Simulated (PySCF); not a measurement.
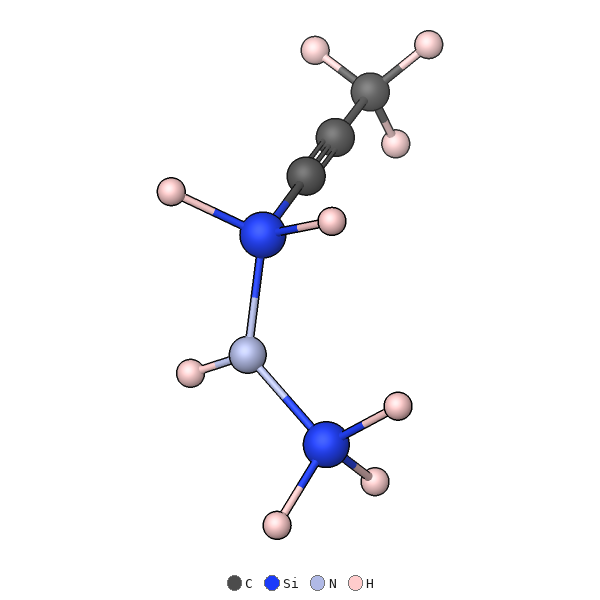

Computed geometry: PBE0-D3(BJ)/def2-SVP optimisation. No frequency run is at hand to confirm it as a minimum.

Give the structural formula.

SMILES: CC#C[SiH2]N[SiH3]

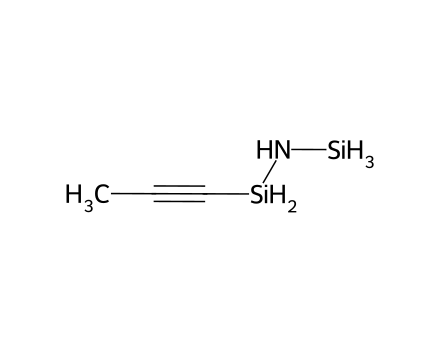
